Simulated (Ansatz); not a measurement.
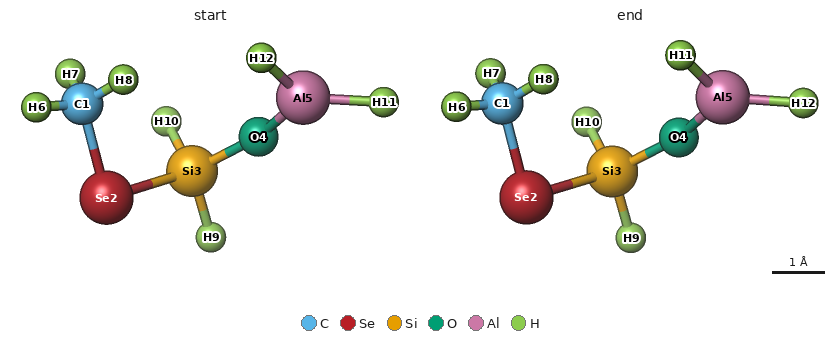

The two relaxed end points of a path for CH7AlOSeSi. A ball-and-stick model, seen from a free direction.

Level of theory: Ansatz, RKS PBE0-D4/def2-SVP.

Input file:
```yaml
crystal:
  periodic: [false, false, false]
  atoms:
    - { symbol: C, position_ang: [-1.570313, 0.392855, 1.343424] }
    - { symbol: Se, position_ang: [-0.991431, 1.820592, 0.133621] }
    - { symbol: Si, position_ang: [1.152571, 1.114193, -0.125147] }
    - { symbol: O, position_ang: [1.255863, -0.308869, -0.948197] }
    - { symbol: Al, position_ang: [0.720957, -1.780177, -1.621509] }
    - { symbol: H, position_ang: [-2.587387, 0.649382, 1.666393] }
    - { symbol: H, position_ang: [-0.914882, 0.34378, 2.222902] }
    - { symbol: H, position_ang: [-1.58968, -0.574476, 0.82557] }
    - { symbol: H, position_ang: [1.82507, 2.21055, -0.87867] }
    - { symbol: H, position_ang: [1.778746, 0.923221, 1.217389] }
    - { symbol: H, position_ang: [1.614331, -2.435043, -2.746766] }
    - { symbol: H, position_ang: [-0.616844, -2.411108, -1.055109] }
basis:
  gaussian: { orbitals: def2-SVP }
hamiltonian:
  xc: pbe0
  dispersion: d4
neb:
  order_check: false
  images: 9
  f_tol: 0.05
  max_iterations: 35
  initial_path: idpp
  final_atoms:
    - { symbol: C, position_ang: [-1.56591799, 0.38667367, 1.34551753] }
    - { symbol: Se, position_ang: [-0.99147182, 1.81983341, 0.13915714] }
    - { symbol: Si, position_ang: [1.15368985, 1.12017206, -0.1316524] }
    - { symbol: O, position_ang: [1.25726078, -0.29835696, -0.96313331] }
    - { symbol: Al, position_ang: [0.71528265, -1.77616687, -1.6200507] }
    - { symbol: H, position_ang: [-2.58184591, 0.64343733, 1.67190381] }
    - { symbol: H, position_ang: [-0.90838569, 0.33378865, 2.22346743] }
    - { symbol: H, position_ang: [-1.5877054, -0.57961149, 0.82507928] }
    - { symbol: H, position_ang: [1.82388363, 2.22100294, -0.88059667] }
    - { symbol: H, position_ang: [1.78101046, 0.92348086, 1.20943434] }
    - { symbol: H, position_ang: [-0.59632045, -2.42550961, -1.00978948] }
    - { symbol: H, position_ang: [1.5775209, -2.42384399, -2.77543597] }
```

Command:
```bash
ansatz run input.yaml --threads 2 --pin off --max-ram 3072MiB --backend cpu --events-out ev --progress --plain --runs-dir out
```

What barrier does the band find between them, and by what path?

The barrier is about 3.10 kJ/mol in both directions, with image 5 at the top; the ends have the same energy. The motion is a rotation about the O4–Al5 bond by about 180°. No bond forms or breaks between the ends. Among the angles between lasting bonds that change up to the highest image: Si3–O4–Al5 157.5° → 168.9°. The band converged in 15 iterations. The largest component of the band force went from 0.5 to 0.046 eV/Å. The climbing image converged on the top of the path. Its vibrational analysis gives one imaginary mode (52i cm⁻¹), as a transition state must have.

Energies of the converged images:

| image | path (Å) | E (kJ/mol) |
| --- | --- | --- |
| 0 | 0.00 | 0.00 |
| 1 | 0.69 | 0.66 |
| 2 | 1.38 | 1.92 |
| 3 | 2.07 | 2.78 |
| 4 | 2.75 | 3.03 |
| 5 | 3.46 | 3.10 |
| 6 | 4.03 | 2.66 |
| 7 | 4.62 | 2.03 |
| 8 | 5.22 | 1.18 |
| 9 | 5.81 | 0.34 |
| 10 | 6.40 | -0.01 |

The geometry at the top of the path:

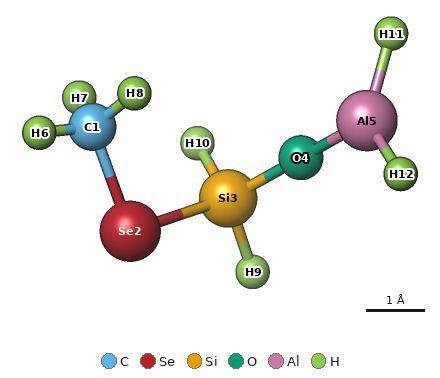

Cost: 8.4 min on 2 threads of Intel(R) Xeon(R) CPU @ 2.60GHz (Ice Lake) (shared host), peak memory 0.38 GiB.
